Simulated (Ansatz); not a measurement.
```xyz
8

Si    0.4680   -0.1749    0.9291
O    -1.0904    0.3243   -1.2490
F     0.6440   -1.4495    0.0113
F     1.3562   -0.4638    2.2071
F     1.1396    1.0779    0.2381
H    -0.6670    1.0655   -1.6905
H    -0.8981    0.0527    1.3793
H    -0.9524   -0.4322   -1.8254
```

The product side of a reaction path; geometry: PBE0-D4/def2-TZVP; a saddle point, not a minimum.

The calculation used RKS PBE0-D4/def2-TZVPP (Ansatz 0.2.0).

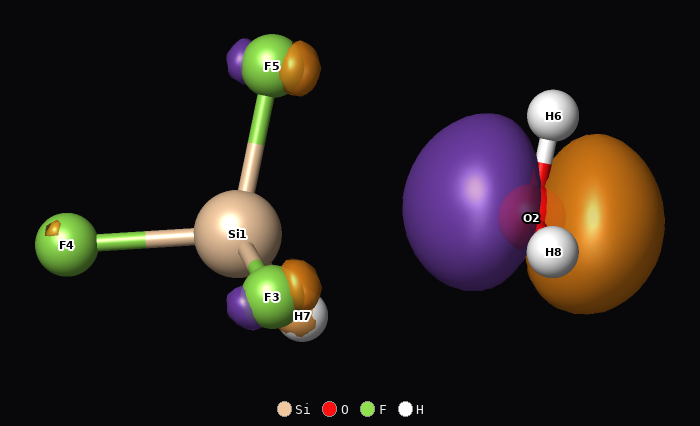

F3HSi···H2O. The HOMO at ±0.2 Å⁻³ᐟ² (orange and purple are the two phases), seen at a tilt.

Where does this orbital lie, and at what energy?

Answer. Its weight (Hirshfeld) is mainly on O2 (about 80 %); largely a lone pair of O2. Its energy is −9.68 eV.
